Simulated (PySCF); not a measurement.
# C3H4FS− (SMILES C=C(F)C[S-]) at HF/3-21G

Aim: the vertical ionisation energy of C3H4FS− at HF/3-21G, from 2 runs. 

The calculation is run with PySCF 2.14.0.

## 1. The molecule

C3H4FS− has 9 atoms, charge -1, and is taken as a singlet. SMILES: `C=C(F)C[S-]`. The shape is that of a GFN2-xTB optimisation. This is one conformer, not always the lowest.

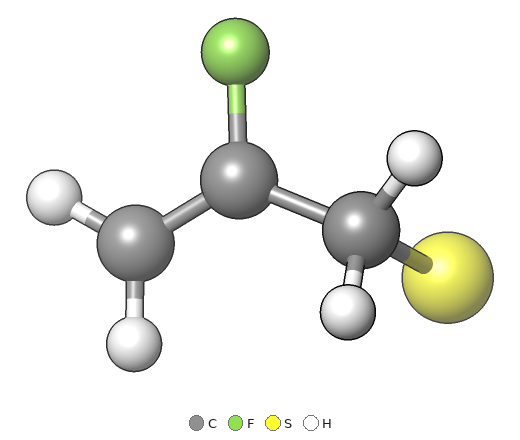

Viewed from a chosen angle; carbon grey, fluorine green, sulfur yellow, hydrogen white.

## 2. A single-point energy at HF/3-21G

The input, input.py:

```python
from pyscf import gto, scf

mol = gto.M(
    atom='''
C     -0.453640     0.876150     1.016400
C      0.392500     0.151550     0.292280
F      1.731720     0.370290     0.485440
C      0.080600    -0.860230    -0.735060
S     -0.235990     0.035190    -2.294430
H     -0.109650     1.652990     1.677140
H     -1.512120     0.747300     0.896780
H     -0.816270    -1.427690    -0.462260
H      0.922860    -1.545540    -0.876290
''',
    verbose=4,
    basis='3-21g',
    charge=-1,
    max_memory=1860,
)

mf = scf.RHF(mol)
mf.conv_tol = 1e-10
mf.kernel()
if not mf.converged:
    mf = mf.newton().run(mf.mo_coeff, mf.mo_occ)

etot = mf.e_tot
print('Final energy', etot)
```

Command:

```bash
$ OMP_NUM_THREADS=1 python input.py
```

The log of the run:

```text
PySCF version 2.14.0

[INPUT] num. atoms = 9
[INPUT] num. electrons = 48
[INPUT] charge = -1
[INPUT] spin (= nelec alpha-beta = 2S) = 0
[INPUT] symmetry False subgroup None
[INPUT] Mole.unit = angstrom
[INPUT] Symbol           X                Y                Z      unit          X                Y                Z       unit  Magmom
[INPUT]  1 C     -0.453640000000   0.876150000000   1.016400000000 AA   -0.857255359148   1.655683544038   1.920717633008 Bohr   0.0
[INPUT]  2 C      0.392500000000   0.151550000000   0.292280000000 AA    0.741717503892   0.286387994178   0.552329151688 Bohr   0.0
[INPUT]  3 F      1.731720000000   0.370290000000   0.485440000000 AA    3.272476524432   0.699746686665   0.917348649909 Bohr   0.0
[INPUT]  4 C      0.080600000000  -0.860230000000  -0.735060000000 AA    0.152311925640  -1.625599104135  -1.389062085123 Bohr   0.0
[INPUT]  5 S     -0.235990000000   0.035190000000  -2.294430000000 AA   -0.445956468136   0.066499462323  -4.335844311986 Bohr   0.0
[INPUT]  6 H     -0.109650000000   1.652990000000   1.677140000000 AA   -0.207208469559   3.123698386645   3.169335272553 Bohr   0.0
[INPUT]  7 H     -1.512120000000   0.747300000000   0.896780000000 AA   -2.857492667477   1.412192332887   1.694668593987 Bohr   0.0
[INPUT]  8 H     -0.816270000000  -1.427690000000  -0.462260000000 AA   -1.542526743699  -2.697943090780  -0.873544798341 Bohr   0.0
[INPUT]  9 H      0.922860000000  -1.545540000000  -0.876290000000 AA    1.743952651316  -2.920647314560  -1.655948105695 Bohr   0.0

nuclear repulsion = 205.119248667885
number of shells = 35
number of NR pGTOs = 99
number of NR cGTOs = 57
basis = 3-21g
ecp = {}

******** <class 'pyscf.scf.hf.RHF'> ********
method = RHF
initial guess = minao
damping factor = 0
level_shift factor = 0
DIIS = <class 'pyscf.scf.diis.CDIIS'>
diis_start_cycle = 1
diis_space = 8
diis_damp = 0
SCF conv_tol = 1e-10
SCF conv_tol_grad = None
SCF max_cycles = 50
direct_scf = True
direct_scf_tol = 1e-13
Set gradient conv threshold to 1e-05
Initial guess from minao.
init E= -610.033531171799
  HOMO = -0.227644097654286  LUMO = 0.0643613104329956  gap/eV = 7.94587
cycle= 1 E= -609.616751966878  delta_E= 0.417  |g|= 0.64  |ddm|= 2.95
  HOMO = -0.00556772981988331  LUMO = 0.293398578728861  gap/eV = 8.13529
cycle= 2 E= -609.713892679512  delta_E= -0.0971  |g|= 0.352  |ddm|=  1.3
  HOMO = -0.0640040479731709  LUMO = 0.341007982262226  gap/eV = 11.02094
cycle= 3 E= -609.740072005444  delta_E= -0.0262  |g|= 0.0516  |ddm|= 0.431
  HOMO = -0.0816934675943149  LUMO = 0.342519588501124  gap/eV = 11.54343
cycle= 4 E= -609.741287266121  delta_E= -0.00122  |g|= 0.018  |ddm|= 0.126
  HOMO = -0.077160821719283  LUMO = 0.343792577007125  gap/eV = 11.45473
cycle= 5 E= -609.741424275913  delta_E= -0.000137  |g|= 0.00485  |ddm|= 0.0396
  HOMO = -0.0777457311989034  LUMO = 0.344455445477056  gap/eV = 11.48868
cycle= 6 E= -609.741443239863  delta_E= -1.9e-05  |g|= 0.00125  |ddm|= 0.0179
  HOMO = -0.0780524550939348  LUMO = 0.344399887630159  gap/eV = 11.49551
cycle= 7 E= -609.741444441082  delta_E= -1.2e-06  |g|= 0.000443  |ddm|= 0.00378
  HOMO = -0.0780951083918688  LUMO = 0.344458962708842  gap/eV = 11.49828
cycle= 8 E= -609.741444548864  delta_E= -1.08e-07  |g|= 9.72e-05  |ddm|= 0.00109
  HOMO = -0.0780907060787886  LUMO = 0.344472010234222  gap/eV = 11.49852
cycle= 9 E= -609.741444557179  delta_E= -8.31e-09  |g|= 5.23e-05  |ddm|= 0.000266
  HOMO = -0.0780964080952032  LUMO = 0.344466325948622  gap/eV = 11.49852
cycle= 10 E= -609.741444559193  delta_E= -2.01e-09  |g|= 1.5e-05  |ddm|= 0.000163
  HOMO = -0.0780968679254149  LUMO = 0.344465479327199  gap/eV = 11.49851
cycle= 11 E= -609.741444559442  delta_E= -2.48e-10  |g|= 4.34e-06  |ddm|= 7.18e-05
  HOMO = -0.0780965145007868  LUMO = 0.344466244808637  gap/eV = 11.49852
cycle= 12 E= -609.741444559461  delta_E= -1.92e-11  |g|= 1.32e-06  |ddm|= 1.56e-05
  HOMO = -0.0780965371714697  LUMO = 0.344465984439029  gap/eV = 11.49851
Extra cycle  E= -609.741444559459  delta_E= 2.16e-12  |g|= 6.45e-07  |ddm|= 4.28e-06
converged SCF energy = -609.741444559459
Final energy -609.7414445594586
```

It took 0.64 s on 1 thread of Arm Neoverse V2, shared host; peak memory 0.11 GiB.

## 3. Doublet neutral C3H4FS

The input, input.py:

```python
from pyscf import gto

system = gto.M(
    atom='''
C       -0.453640       0.876150       1.016400
C        0.392500       0.151550       0.292280
F        1.731720       0.370290       0.485440
C        0.080600      -0.860230      -0.735060
S       -0.235990       0.035190      -2.294430
H       -0.109650       1.652990       1.677140
H       -1.512120       0.747300       0.896780
H       -0.816270      -1.427690      -0.462260
H        0.922860      -1.545540      -0.876290
''',
    spin=1,
    max_memory=1860,
    verbose=3,
    basis='3-21g',
)

hf = system.UHF()
hf.conv_tol = 1e-10
hf.kernel()
if not hf.converged:
    hf = hf.newton().run(hf.mo_coeff, hf.mo_occ)

e_final = hf.e_tot
print('E(%s) = %.9f' % ('HF', e_final))
```

Command:

```bash
$ OMP_NUM_THREADS=1 python input.py
```

The log of the run:

```text
converged SCF energy = -609.710346477738  <S^2> = 0.81001779  2S+1 = 2.0591433
E(HF) = -609.710346478
```

It took 1.1 s on 1 thread of Arm Neoverse V2, shared host; peak memory 0.13 GiB.

## 4. Outcome

Level: HF/3-21G.

| quantity | value |
| --- | --- |
| singlet C3H4FS−: total energy | -609.74144 Eh |
| singlet C3H4FS−: HOMO energy | -2.13 eV |
| singlet C3H4FS−: LUMO energy | 9.37 eV |
| singlet C3H4FS−: HOMO–LUMO gap (to an unbound level, set by the basis) | 11.50 eV |
| doublet neutral C3H4FS: total energy | -609.71035 Eh |
| doublet neutral C3H4FS: dipole moment | 2.15 D |
| doublet neutral C3H4FS: HOMO energy (highest over α and β) | -9.73 eV |
| doublet neutral C3H4FS: LUMO energy (lowest over α and β) | 0.36 eV |
| doublet neutral C3H4FS: ⟨S²⟩ | 0.810 |
| vertical detachment energy (to the doublet neutral) | 0.846 eV |

What this shows: The vertical ionisation energy comes to 0.85 eV (19.5 kcal/mol). The negative HOMO energy of the first species, 2.13 eV, lies 1.28 eV above that difference. Mulliken charges (singlet C3H4FS−) run from -0.73 on C4 to +0.46 on C2. Mulliken charges (doublet neutral C3H4FS) run from -0.82 on C4 to +0.41 on C2; they depend strongly on the basis.
